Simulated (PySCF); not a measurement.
# C₃H₆N₂, SMILES `C1=NNCC1`: electronic structure

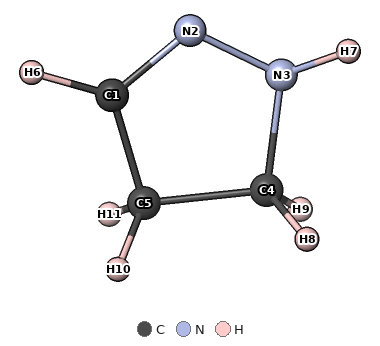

The molecule, with its atoms numbered as below. No frequency check shows the geometry to be a minimum.

Geometry (Å), atoms numbered from 1:

```
C1       1.0967   -0.5013    0.0344
N2       0.0714   -1.2484    0.0155
N3      -1.0506   -0.5064   -0.1301
C4      -0.7612    0.9242    0.0493
C5       0.7730    0.9734   -0.0302
H6       2.0887   -0.9073    0.0634
H7      -1.8591   -0.8932    0.3343
H8      -1.1307    1.2869    1.0160
H9      -1.2487    1.4894   -0.7472
H10      1.2321    1.5298    0.7874
H11      1.1209    1.3998   -0.9731
```

Part 1: Bonding charge

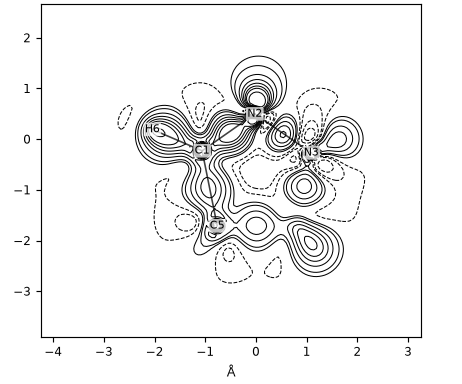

Deformation density (molecule less spherical, spin-averaged free atoms) in the plane of C1, N2, N3, C5 and H6; contours at ±0.05 to ±0.8 e/Å³; solid lines: gain, dashed lines: loss.

Level of theory: PBE/def2-TZVP (PySCF), at a geometry from GFN2-xTB.

**How much density has each bond in this plane gained at its critical point, relative to the free atoms?**

C1–H6: +0.75 e/Å³ at the bond critical point (bond length 1.07 Å, Mayer order 1.0). C1–N2: +0.63 e/Å³ at the bond critical point (bond length 1.27 Å, Mayer order 1.9). C1–C5: +0.47 e/Å³ at the bond critical point (bond length 1.51 Å, Mayer order 1.0). N2–N3: +0.42 e/Å³ at the bond critical point (bond length 1.35 Å, Mayer order 1.1). In all, 2.3 electrons gather in the regions of gain relative to the promolecule.

**Where do the Hirshfeld charges lie?**

The highest Hirshfeld charge is on H7 (+0.12 e), the lowest on N2 (−0.13 e).

Part 2: Bond critical points

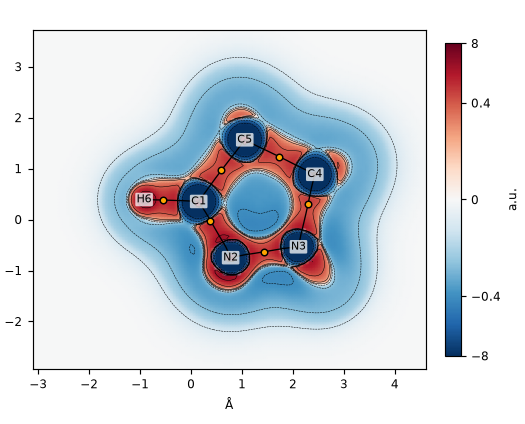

Negative Laplacian of the density (−∇²ρ) in the plane of C1, N2, N3, C4, C5 and H6 (red positive, blue negative, colour scale in a.u., logarithmic beyond ±0.04), with bond paths and bond critical points (dots).

**Sort the bonds in the plane by the sign of ∇²ρ at their critical points.**

Concentrated (∇²ρ < 0): C1–N2 (−0.85 a.u.); N2–N3 (−0.78 a.u.); C1–H6 (−1.04 a.u.); N3–C4 (−0.60 a.u.); C1–C5 (−0.59 a.u.); C4–C5 (−0.56 a.u.). At none is it depleted.

**Where along C1–N2 does the critical point lie?**

0.44 Å from C1 and 0.83 Å from N2.

Part 3: Local ionisation energy

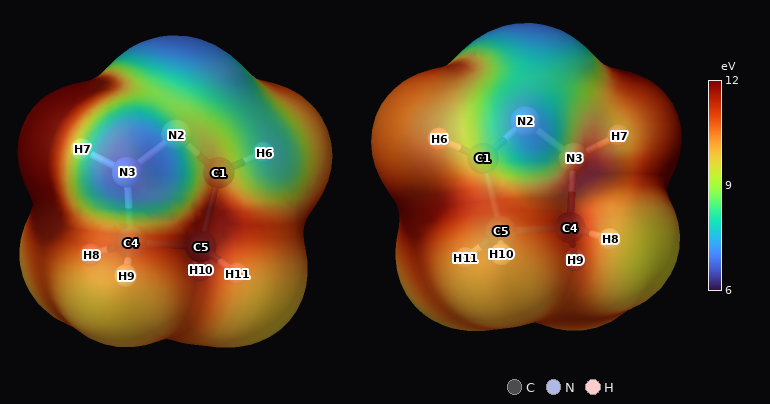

Average local ionisation energy on the surface of electron density 0.001 a.u. (back view left, front view right).

**Where are the most loosely bound electrons on this surface?**

The lowest value is 6.6 eV, 2.0 Å from N3. Further minima include 6.9 eV, 2.0 Å from N2; 7.2 eV, over C1, off the plane of its three bonds (2.1 Å); 7.7 eV, over C1, off the plane of its three bonds (2.0 Å). For comparison, the highest occupied orbital lies at −4.8 eV.

**What volume does the surface enclose, and what is the dipole moment?**

About 100 Å³; the dipole moment is 2.3 D.

Part 4: Magnetic shielding

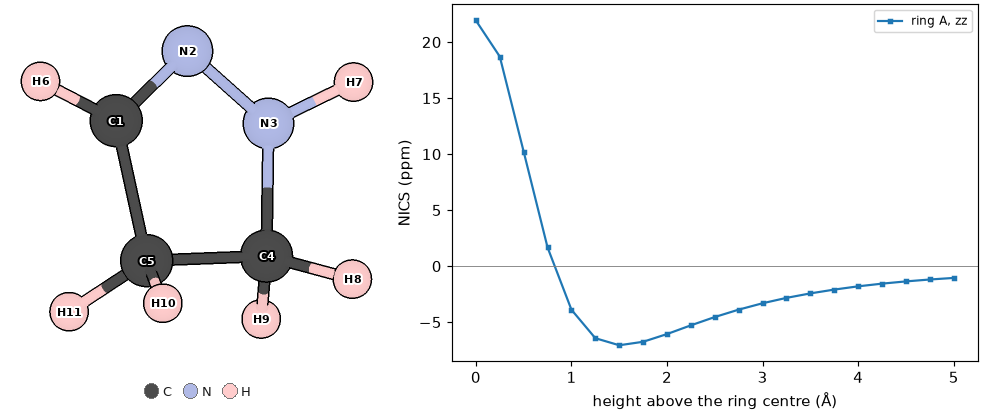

GIAO NICS scans along the ring normals; ring A: 5-membered ring C1/N2/N3/C4/C5.

Method: PBE/cc-pVDZ; geometry: GFN2-xTB; program: PySCF.

**What does each scan say about the ring current?**

Ring A is neither clearly shielded nor deshielded above its centre; an sp³ atom breaks the ring's conjugation, so the values mix its σ bonds and separate π bonds and show no closed π ring current: NICSzz reaches +21.9 ppm at 0.00 Å; NICS(0) = −2.6, NICS(1) = −2.3 and −2.5, NICS(1)zz = −3.9 and −4.6 (two faces) ppm.

**What absolute proton shieldings does the same calculation give?**

From 25.8 ppm (H6) to 29.0 ppm (H11).
